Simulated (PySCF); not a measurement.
# C3H3F5O: magnetic properties

What do calculations give for the magnetic properties of C3H3F5O (`O[C@@H](C(F)F)C(F)(F)F`)?

Programs: PySCF 2.14.0, with routines of our own; each step states its level. All values are computed. Atoms count from 0.

## 1. The system as given

12 atoms, charge 0, multiplicity 1; geometry from: GFN2-xTB.

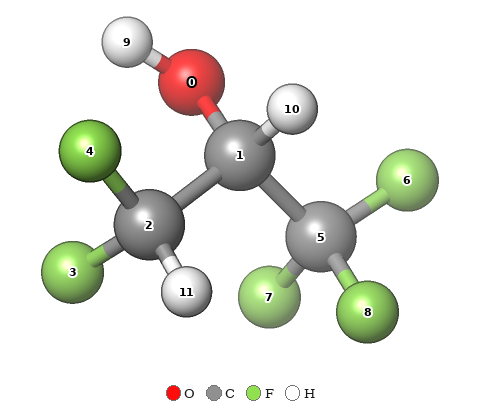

The starting geometry (oxygen red, carbon grey, fluorine green, hydrogen white).

## 2. Magnetic properties: GIAO PBE0/pcSseg-1

Job settings and geometry (Å):

```
{"job": {"kind": "mag", "xc": "PBE0", "basis": "pcSseg-1", "isotopologues": 0}, "charge": 0, "multiplicity": 1}
O      0.060422     1.565859    -0.510081
C      0.045254     0.420367     0.275340
C     -1.177669    -0.475998    -0.002716
F     -1.350841    -0.669099    -1.320622
F     -2.284188     0.173540     0.436546
C      1.342770    -0.351747    -0.009300
F      2.414943     0.343076     0.360399
F      1.489821    -0.681210    -1.285367
F      1.359566    -1.497180     0.698732
H     -0.817343     1.970814    -0.525537
H      0.043702     0.653145     1.355938
H     -1.125239    -1.452253     0.500639
```

Level: GIAO PBE0/pcSseg-1 magnetisability, rotational g tensor and spin-rotation constants, non-relativistic, gas phase.

On the command line:

```sh
OMP_NUM_THREADS=1 python excited_run.py task.json out
```

One launch serves the whole session: the jobs run in the order shown.

The program printed:

```text
coarse grid: 11640 points
cycle   1  E = -689.4899659068  dE =  1.547e+00  |g| = 1.212e+00  |ddm| = 2.962e+00
cycle   2  E = -689.1854312869  dE =  3.045e-01  |g| = 1.871e+00  |ddm| = 1.712e+00
cycle   3  E = -689.7317862013  dE = -5.464e-01  |g| = 7.443e-02  |ddm| = 1.127e+00
cycle   4  E = -689.7324906904  dE = -7.045e-04  |g| = 4.480e-02  |ddm| = 7.562e-02
cycle   5  E = -689.7328562980  dE = -3.656e-04  |g| = 1.042e-02  |ddm| = 3.185e-02
cycle   6  E = -689.7328709208  dE = -1.462e-05  |g| = 3.035e-03  |ddm| = 6.717e-03
cycle   7  E = -689.7328724317  dE = -1.511e-06  |g| = 4.548e-04  |ddm| = 2.216e-03
final grid: 118968 points
cycle   8  E = -689.8294931066  dE = -5.891e-05  |g| = 8.982e-03  |ddm| = 2.310e-02
cycle   9  E = -689.8294781952  dE =  1.491e-05  |g| = 1.326e-02  |ddm| = 1.296e-02
cycle  10  E = -689.8295073992  dE = -2.920e-05  |g| = 5.427e-04  |ddm| = 7.481e-03
cycle  11  E = -689.8295074462  dE = -4.701e-08  |g| = 2.436e-04  |ddm| = 6.207e-04
cycle  12  E = -689.8295074558  dE = -9.547e-09  |g| = 7.285e-05  |ddm| = 1.889e-04
cycle  13  E = -689.8295074565  dE = -6.942e-10  |g| = 1.977e-05  |ddm| = 4.675e-05
converged SCF energy = -689.8295074565

Magnetisability tensor (1e-30 J/T^2)
    -1056.40        3.17        3.97
        3.17    -1082.11        8.11
        3.97        8.11    -1103.28
isotropic -1080.60   principal values   -1106.18  -1080.12  -1055.48
isotropic susceptibility -65.075 1e-6 cm^3/mol

Inertial axes            a          b          c
rot. const./GHz      2.6481     1.1472     1.0802
chi total           -63.658    -65.020    -66.547
chi diamagnetic    -496.444   -993.645  -1059.213
chi paramagnetic    432.787    928.625    992.666
quadrupole/D A       -4.135      3.563      0.572
g nuclear            0.5118     0.4873     0.4930
g electronic        -0.5384    -0.5005    -0.5038
g total             -0.0266    -0.0132    -0.0108

Spin-rotation constants (kHz, H = +C I.J)
atom  isotope        aa         bb         cc
  3    19F        1.204      1.346      0.973
  4    19F        2.335      1.495      0.363
  6    19F        2.893      1.636      1.223
  7    19F        3.859      1.194      1.093
  8    19F        3.991      1.100      1.194
  9     1H       -0.053     -0.110     -0.133
 10     1H       -0.253     -0.104      0.031
 11     1H       -0.237      0.027     -0.061
  0    17O*      -0.064     -0.106     -0.072
  1    13C*       0.657      0.254      0.240
  2    13C*       0.775      0.343      0.304
  5    13C*       0.831      0.348      0.329
* in the singly substituted isotopologue
```

It took 40 s on 1 thread of Arm Neoverse N1, shared host; peak memory 0.74 GiB.

Key values:

| quantity | value |
| --- | --- |
| magnetisability | -1081·10⁻³⁰ J/T² |
| molar susceptibility | -65.1·10⁻⁶ cm³/mol |
| rotational g (a, b, c) | -0.0266, -0.0132, -0.0108 |

## 3. Magnetic properties: GIAO B97-D/6-31G* in tetrahydrofuran

The job, as its differences from that of step 2:

```diff
@@ -1,2 +1,2 @@
-{"job": {"kind": "mag", "xc": "PBE0", "basis": "pcSseg-1", "isotopologues": 0}, "charge": 0, "multiplicity": 1}
+{"job": {"kind": "mag", "xc": "B97-D", "basis": "6-31G*", "solvent": "tetrahydrofuran"}, "charge": 0, "multiplicity": 1}
 O      0.060422     1.565859    -0.510081
```

With the program's defaults for keys left out, this is: GIAO B97-D/6-31G* magnetisability, non-relativistic, IEF-PCM tetrahydrofuran.

The program printed:

```text
coarse grid: 11640 points
cycle   1  E = -689.8263253016  dE =  1.468e+00  |g| = 1.390e+00  |ddm| = 3.415e+00
cycle   2  E = -688.9722847343  dE =  8.540e-01  |g| = 2.658e+00  |ddm| = 2.750e+00
cycle   3  E = -690.1396924390  dE = -1.167e+00  |g| = 1.548e-01  |ddm| = 1.998e+00
cycle   4  E = -690.1443960085  dE = -4.704e-03  |g| = 7.010e-02  |ddm| = 2.135e-01
cycle   5  E = -690.1454241906  dE = -1.028e-03  |g| = 2.039e-02  |ddm| = 6.765e-02
cycle   6  E = -690.1455023865  dE = -7.820e-05  |g| = 4.884e-03  |ddm| = 1.669e-02
cycle   7  E = -690.1455061944  dE = -3.808e-06  |g| = 1.471e-03  |ddm| = 4.486e-03
final grid: 118968 points
cycle   8  E = -690.1492724589  dE = -1.620e-05  |g| = 2.273e-02  |ddm| = 3.820e-02
cycle   9  E = -690.1491072374  dE =  1.652e-04  |g| = 3.919e-02  |ddm| = 4.028e-02
cycle  10  E = -690.1493514661  dE = -2.442e-04  |g| = 1.779e-03  |ddm| = 2.614e-02
cycle  11  E = -690.1493521551  dE = -6.890e-07  |g| = 3.330e-04  |ddm| = 1.686e-03
cycle  12  E = -690.1493521742  dE = -1.911e-08  |g| = 8.016e-05  |ddm| = 2.830e-04
cycle  13  E = -690.1493521753  dE = -1.158e-09  |g| = 1.400e-05  |ddm| = 6.954e-05
cycle  14  E = -690.1493521754  dE = -4.070e-11  |g| = 5.418e-06  |ddm| = 1.649e-05
converged SCF energy = -690.1493521754

Magnetisability tensor (1e-30 J/T^2)
    -1022.86        5.16        4.08
        5.16    -1046.53        5.09
        4.08        5.09    -1062.77
isotropic -1044.05   principal values   -1064.39  -1046.61  -1021.17
isotropic susceptibility -62.874 1e-6 cm^3/mol

Inertial axes            a          b          c
rot. const./GHz      2.6481     1.1472     1.0802
chi total           -61.656    -62.894    -64.074
chi diamagnetic    -493.082   -989.643  -1055.319
chi paramagnetic    431.427    926.749    991.246
quadrupole/D A       -3.472      3.140      0.332
```

Run time: 27 s. Hardware: 1 thread of Arm Neoverse N1, shared host; peak memory 0.52 GiB.

Key values:

| quantity | value |
| --- | --- |
| magnetisability | -1044·10⁻³⁰ J/T² |
| molar susceptibility | -62.9·10⁻⁶ cm³/mol |

## 4. Summary of results

| quantity | value |
| --- | --- |
| magnetisability (step 2, GIAO PBE0/pcSseg-1) | -1081·10⁻³⁰ J/T² |
| molar susceptibility (step 2, GIAO PBE0/pcSseg-1) | -65.1·10⁻⁶ cm³/mol |
| rotational g (a, b, c) (step 2, GIAO PBE0/pcSseg-1) | -0.0266, -0.0132, -0.0108 |

In words: The values above hold for this geometry and these levels alone. Vibrational averaging and real surroundings are missing from these values.
